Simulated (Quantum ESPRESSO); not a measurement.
## Magnetic state of CaFe2As2 from several starts

Wanted: the moments of CaFe2As2 and the energy of each order that was tried.

Program: Quantum ESPRESSO 7.5. Level of theory: PBEsol; plane waves with GBRV 1.5 PBEsol potentials, no spin-orbit coupling. Results are calculated unless marked as measured.

The experiments to compare with:

For CaFe2As2, orthorhombic, antiferromagnetic (earlier neutron work quoted by the paper), “Low energy spin dynamics in the antiferromagnetic phase of CaFe2As2” (2009, arxiv:0902.4492) quotes earlier work: moment (ordered moment per Fe) about 0.8 μB [Literature neutron value, given elsewhere in the paper as roughly 0.8; measured on …].

## Step 1: The starting structure

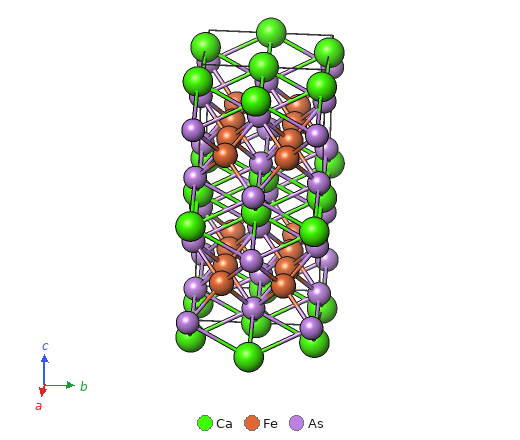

The cell as given, slightly off an axis (calcium green, iron orange, arsenic purple). 2×1×1 cells are drawn. This picture shows the conventional cell, with its axes. Some periodic images of atoms are drawn too.

The cell comes from Materials Project 2023-11-01, a database of computed structures, and need not be the stable phase.

## Step 2: Start 1: ferro ++

The signs are those of the starting moments on the seeded atoms, the atoms that are given a moment.

pw.in reads:

```
&CONTROL
  calculation = 'scf'
  prefix = 'pwscf'
  outdir = './tmp'
  pseudo_dir = './pseudo'
  disk_io = 'nowf'
/
&SYSTEM
  ibrav = 0
  nat = 5
  ntyp = 3
  ecutwfc = 40
  ecutrho = 280
  nbnd = 38
  occupations = 'smearing'
  smearing = 'fd'
  degauss = 0.00734986
  nspin = 2
  starting_magnetization(1) = 0
  starting_magnetization(2) = 0.175
  starting_magnetization(3) = 0
/
&ELECTRONS
  conv_thr = 1d-08
  electron_maxstep = 150
  mixing_beta = 0.3
/
ATOMIC_SPECIES
Ca     40.0780 ca_pbesol_v1.uspp.F.UPF
Fe     55.8450 fe_pbesol_v1.5.uspp.F.UPF
As     74.9216 as_pbesol_v1.uspp.F.UPF
CELL_PARAMETERS angstrom
   0.0000000000    2.7476037344    5.9011939204
   2.7440008356    0.0000000000    5.9011939204
   2.7440008356    2.7476037344    0.0000000000
ATOMIC_POSITIONS crystal
Ca      0.5000000000    0.5000000000    0.5000000000
Fe      0.2500000000    0.2500000000    0.2500000000
Fe      0.7500000000    0.7500000000    0.7500000000
As      0.8762355000    0.8762355000    0.1237645000
As      0.1237645000    0.1237645000    0.8762355000
K_POINTS automatic
8 8 8 0 0 0
```

Command:

```sh
$ OMP_NUM_THREADS=1 mpirun -n 4 pw.x -nk 4 -in pw.in > pw.out
```

Output:

```text
Program PWSCF v.7.5 starts

     Message from routine setup:
     using ibrav=0 with symmetry is DISCOURAGED, use correct ibrav instead

     K-points division:     npool     =       4
     Subspace diagonalization in iterative solution of the eigenvalue problem:

     G-vector sticks info
     --------------------
     sticks:   dense  smooth     PW     G-vecs:    dense   smooth      PW
     Sum        1913    1093    347                47515    20557    3621

     Using Slab Decomposition

     bravais-lattice index     =            0
     lattice parameter (alat)  =      12.3011  a.u.
     unit-cell volume          =     600.4887 (a.u.)^3
     number of atoms/cell      =            5
     number of atomic types    =            3
     number of electrons       =        52.00
     number of Kohn-Sham states=           38
     kinetic-energy cutoff     =      40.0000  Ry
     charge density cutoff     =     280.0000  Ry
     scf convergence threshold =      1.0E-08
     mixing beta               =       0.3000
     number of iterations used =            8  plain     mixing
     Exchange-correlation= SLA  PW   PSX  PSC
                           (   1   4  10   8   0   0   0)

     celldm(1)=  12.301147  celldm(2)=   0.000000  celldm(3)=   0.000000
     celldm(4)=   0.000000  celldm(5)=   0.000000  celldm(6)=   0.000000

     crystal axes: (cart. coord. in units of alat)
               a(1) = (   0.000000   0.422092   0.906553 )
               a(2) = (   0.421539   0.000000   0.906553 )
               a(3) = (   0.421539   0.422092   0.000000 )

     reciprocal axes: (cart. coord. in units 2 pi/alat)
               b(1) = ( -1.186131  1.184575  0.551540 )
               b(2) = (  1.186131 -1.184575  0.551540 )
               b(3) = (  1.186131  1.184575 -0.551540 )

     PseudoPot. # 1 for Ca read from file:
     ca_pbesol_v1.uspp.F.UPF
     Pseudo is Ultrasoft + core correction, Zval = 10.0
     Generated by new atomic code, or converted to UPF format
     Using radial grid of  845 points,  6 beta functions with:
                l(1) =   0
                l(2) =   0
                l(3) =   1
                l(4) =   1
                l(5) =   2
                l(6) =   2
     Q(r) pseudized with  8 coefficients,  rinner =    1.500   1.500   1.500
                                                       1.500   1.500

     PseudoPot. # 2 for Fe read from file:
     fe_pbesol_v1.5.uspp.F.UPF
     Pseudo is Ultrasoft + core correction, Zval = 16.0
     Generated by new atomic code, or converted to UPF format
     Using radial grid of  861 points,  6 beta functions with:
                l(1) =   0
                l(2) =   0
                l(3) =   1
                l(4) =   1
                l(5) =   2
                l(6) =   2
     Q(r) pseudized with  8 coefficients,  rinner =    1.000   1.000   1.000
                                                       1.000   1.000

     PseudoPot. # 3 for As read from file:
     as_pbesol_v1.uspp.F.UPF
     Pseudo is Ultrasoft + core correction, Zval =  5.0
     Generated by new atomic code, or converted to UPF format
     Using radial grid of  875 points,  6 beta functions with:
                l(1) =   0
                l(2) =   0
                l(3) =   1
                l(4) =   1
                l(5) =   2
                l(6) =   2
     Q(r) pseudized with  8 coefficients,  rinner =    1.300   1.300   1.300
                                                       1.300   1.300

     atomic species   valence    mass     pseudopotential
     Ca               10.00    40.07800     Ca( 1.00)
     Fe               16.00    55.84500     Fe( 1.00)
     As                5.00    74.92160     As( 1.00)

     Starting magnetic structure
     atomic species   magnetization
     Ca              0.000
     Fe              0.175
     As              0.000

      8 Sym. Ops., with inversion, found

   Cartesian axes

     site n.     atom                  positions (alat units)
         1        Ca     tau(   1) = (   0.4215387   0.4220922   0.9065529  )
         2        Fe     tau(   2) = (   0.2107694   0.2110461   0.4532764  )
         3        Fe     tau(   3) = (   0.6323081   0.6331383   1.3598293  )
         4        As     tau(   4) = (   0.4215387   0.4220922   1.5887077  )
         5        As     tau(   5) = (   0.4215387   0.4220922   0.2243981  )

     number of k points=    95  Fermi-Dirac smearing, width (Ry)=  0.0073
                       cart. coord. in units 2pi/alat
        k(    1) = (   0.0000000   0.0000000   0.0000000), wk =   0.0019531
        k(    2) = (   0.1482663   0.1480719  -0.0689425), wk =   0.0156250
        k(    3) = (   0.2965326   0.2961438  -0.1378849), wk =   0.0156250
        k(    4) = (   0.4447990   0.4442157  -0.2068274), wk =   0.0156250
        k(    5) = (  -0.5930653  -0.5922876   0.2757699), wk =   0.0078125
        [... 90 further k-points ...]

     Dense  grid:    47515 G-vectors     FFT dimensions: (  72,  72,  40)

     Smooth grid:    20557 G-vectors     FFT dimensions: (  50,  50,  30)

     Check: negative core charge=   -0.000018
     Generating pointlists ...
     new r_m :   0.1970 (alat units)  2.4232 (a.u.) for type    1
     new r_m :   0.1551 (alat units)  1.9077 (a.u.) for type    2
     new r_m :   0.1551 (alat units)  1.9077 (a.u.) for type    3

     Initial potential from superposition of free atoms

     starting charge      49.9944, renormalised to      52.0000
     Starting wfcs are   44 randomized atomic wfcs

     Self-consistent Calculation

     iteration #  1     ecut=    40.00 Ry     beta= 0.30
     Davidson diagonalization with overlap
     ethr =  1.00E-02,  avg # of iterations =  3.1

     total energy              =    -655.21065806 Ry
     estimated scf accuracy    <       1.21645274 Ry

     total magnetization       =     4.05 Bohr mag/cell
     absolute magnetization    =     4.33 Bohr mag/cell

     iteration #  2     ecut=    40.00 Ry     beta= 0.30
     Davidson diagonalization with overlap
     ethr =  2.34E-03,  avg # of iterations =  2.1

     total energy              =    -655.21021450 Ry
     estimated scf accuracy    <       0.92344655 Ry

     total magnetization       =     5.24 Bohr mag/cell
     absolute magnetization    =     5.48 Bohr mag/cell

     iteration #  3     ecut=    40.00 Ry     beta= 0.30
     Davidson diagonalization with overlap
     ethr =  1.78E-03,  avg # of iterations =  2.0

     total energy              =    -655.32635019 Ry
     estimated scf accuracy    <       0.51943425 Ry

     total magnetization       =     4.01 Bohr mag/cell
     absolute magnetization    =     4.35 Bohr mag/cell

     [... further iterations left out ...]

     iteration # 11     ecut=    40.00 Ry     beta= 0.30
     Davidson diagonalization with overlap
     ethr =  2.12E-08,  avg # of iterations =  2.5

     total energy              =    -655.37466851 Ry
     estimated scf accuracy    <       0.00000278 Ry

     total magnetization       =     4.93 Bohr mag/cell
     absolute magnetization    =     5.30 Bohr mag/cell

     iteration # 12     ecut=    40.00 Ry     beta= 0.30
     Davidson diagonalization with overlap
     ethr =  5.34E-09,  avg # of iterations =  4.1

     total energy              =    -655.37467019 Ry
     estimated scf accuracy    <       0.00000020 Ry

     total magnetization       =     4.94 Bohr mag/cell
     absolute magnetization    =     5.31 Bohr mag/cell

     iteration # 13     ecut=    40.00 Ry     beta= 0.30
     Davidson diagonalization with overlap
     ethr =  3.78E-10,  avg # of iterations =  4.4

     total energy              =    -655.37467035 Ry
     estimated scf accuracy    <       0.00000003 Ry

     total magnetization       =     4.94 Bohr mag/cell
     absolute magnetization    =     5.31 Bohr mag/cell

     iteration # 14     ecut=    40.00 Ry     beta= 0.30
     Davidson diagonalization with overlap
     ethr =  6.44E-11,  avg # of iterations =  2.6

     Magnetic moment per site  (integrated on atomic sphere of radius R)
     atom   1 (R=0.197)  charge=  8.4957  magn=  0.0380
     atom   2 (R=0.155)  charge= 14.2956  magn=  2.4023
     atom   3 (R=0.155)  charge= 14.2956  magn=  2.4023
     atom   4 (R=0.155)  charge=  2.7256  magn= -0.0243
     atom   5 (R=0.155)  charge=  2.7256  magn= -0.0243

     End of self-consistent calculation

     Number of k-points >= 100: set verbosity='high' to print the bands.

     the Fermi energy is    10.9454 ev

!    total energy              =    -655.37467037 Ry
     estimated scf accuracy    <          4.6E-09 Ry
     smearing contrib. (-TS)   =      -0.00966356 Ry
     internal energy E=F+TS    =    -655.36500682 Ry

     The total energy is F=E-TS. E is the sum of the following terms:
     one-electron contribution =    -439.68523040 Ry
     hartree contribution      =     239.59704486 Ry
     xc contribution           =    -132.37796957 Ry
     ewald contribution        =    -322.89885172 Ry

     total magnetization       =     4.94 Bohr mag/cell
     absolute magnetization    =     5.31 Bohr mag/cell

     convergence has been achieved in  14 iterations

=------------------------------------------------------------------------------=
   JOB DONE.
=------------------------------------------------------------------------------=
```

It took 1.8 min on 4 MPI ranks of Intel Xeon Platinum 8375C at 2.90GHz (Ice Lake), shared host; peak memory 0.83 GiB.

Spin moment in the atom's sphere by atom:

```tsv
atom	spin moment in the atom's sphere (μB)
Ca1	0.04
Fe2	2.40
Fe3	2.40
As4	-0.02
As5	-0.02
```

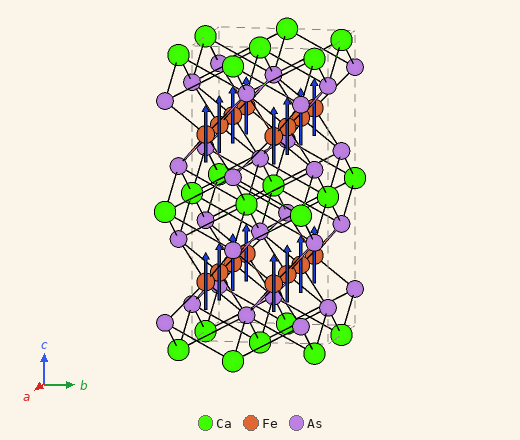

Spin moment in the atom's sphere as arrows, the longest 2.40 μB. Up and down stand for the sign. Arrows give size and sign along the axis of quantisation, drawn up and down the page. 2×1×1 conventional cells are drawn. Some periodic images of atoms are drawn too.

This step gave:

```yaml
smearing_term_ts: 0.1315 eV
magnetization: 4.94 μB
absolute_magnetization: 5.309 μB
final_state: ferromagnetic
```

(Continued in part 2 of 3.)

[Logs and program files are shortened in this print: banners, set-up blocks, solver, clock and traceback lines can be left out without a mark of their own.]

[Logs are printed without paths, hosts, clocks, repeated set-up lines and the standing remarks that a program may print on its own settings, such as how far it seeks lower states.]

[Hosts, paths, dates, database ids (printed as entryN), source tags and the programs' standing remarks are cut or masked in the printed files.]

[Where a cell is said to come from a database of computed structures, the database is the Materials Project.]
